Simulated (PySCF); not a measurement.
# H₄O₄Ta (charge +1): what the fields show

```tsv
atom	x (Å)	y (Å)	z (Å)
Ta	0.0000	0.0000	-0.2344
O	1.8253	-0.1789	0.2514
H	2.5058	0.3365	0.7274
O	0.1789	1.8253	0.2514
H	-0.3365	2.5058	0.7274
O	-1.8253	0.1789	0.2514
H	-2.5058	-0.3365	0.7274
O	-0.1789	-1.8253	0.2514
H	0.3365	-2.5058	0.7274
```

Core potentials replace the inner electrons of Ta.

Computed with RKS PBE, Ta def2-SVP with ECP60, O def2-SVP, H def2-SVP; non-relativistic Hamiltonian with scalar-relativistic core potentials where named; density fitting in PySCF 2.14.0.

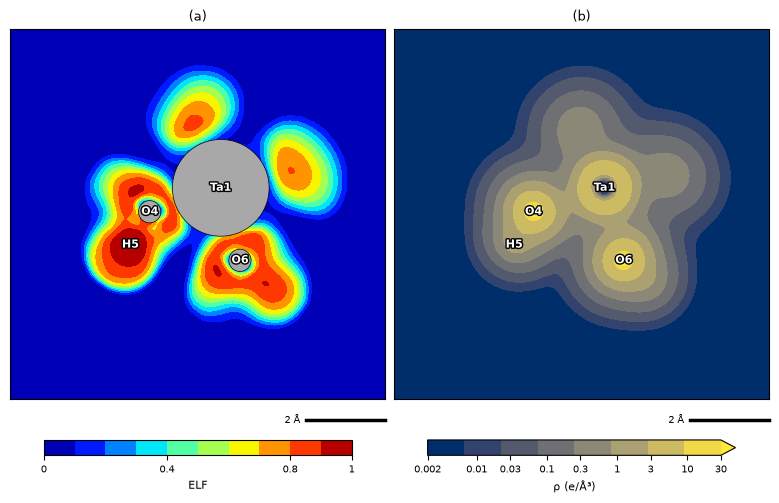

Figure 1. (a) electron localisation function; (b) electron density on the plane of atoms O4, Ta1 and O6. Grey discs cover the atomic cores in the ELF map.

Read the bonding off the picture.

Answer.
- The section cuts through Ta, O and H sites.
- Ta–O (1.90 Å): the density is about 1 e/Å³ at the midpoint; the ELF peaks at about 0.85 in the valence shell of O, 0.5 Å from its nucleus, and drops to about 0.25 between the two atoms.
- O–H (0.98 Å): ρ is about 3.6 e/Å³ halfway; the ELF climbs to about 1 towards the hydrogen, as it does in any bond to H; an ordinary covalent bond to hydrogen.

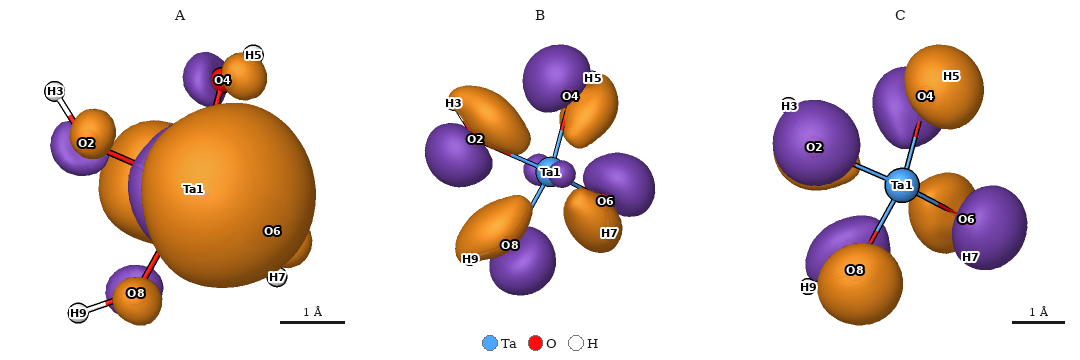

Figure 2. Three frontier orbitals at ±0.1 Å⁻³ᐟ² (orange and purple are the two phases), in no order.

Which picture is the HOMO−1, the HOMO and the LUMO?

Answer. C is the HOMO−1 (−12.61 eV). Its weight (Hirshfeld) is mainly on O2 (about 20 %), O4 (about 20 %), O8 (about 20 %) and O6 (about 20 %); largely a combination of lone pairs on O2, O4, O8 and O6. B is the HOMO (−12.23 eV). By Hirshfeld shares it lies mainly on O2 (about 20 %), O4 (about 20 %), O8 (about 20 %), O6 (about 20 %) and Ta1 (about 5 %); largely a combination of lone pairs on O2, O4, O8 and O6. A is the LUMO (−9.99 eV). By Hirshfeld shares it lies mainly on Ta1 (about 85 %).

What is the HOMO–LUMO gap?

Answer. 2.24 eV between the orbital energies.

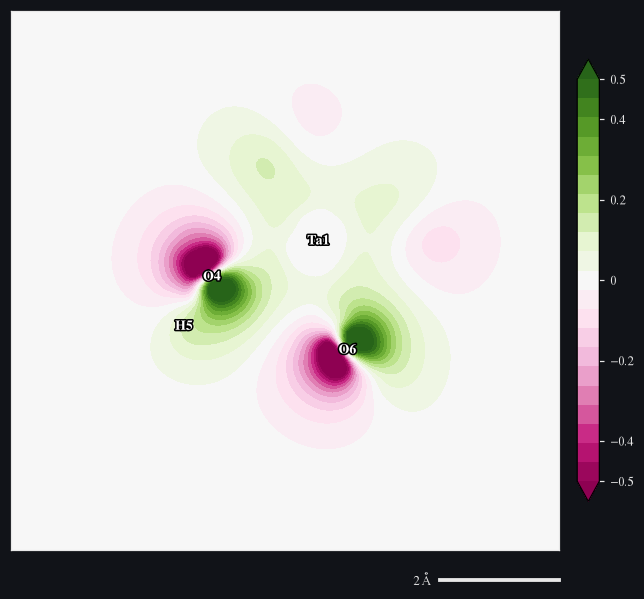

Figure 3. The HOMO on the plane of atoms O4, Ta1 and O6 (values in Å⁻³ᐟ²; the overall sign is arbitrary).

What is the character of this orbital?

Answer. By Hirshfeld shares it lies mainly on O2 (about 20 %), O4 (about 20 %), O8 (about 20 %), O6 (about 20 %) and Ta1 (about 5 %); largely a combination of lone pairs on O2, O4, O8 and O6. Its energy is −12.23 eV.
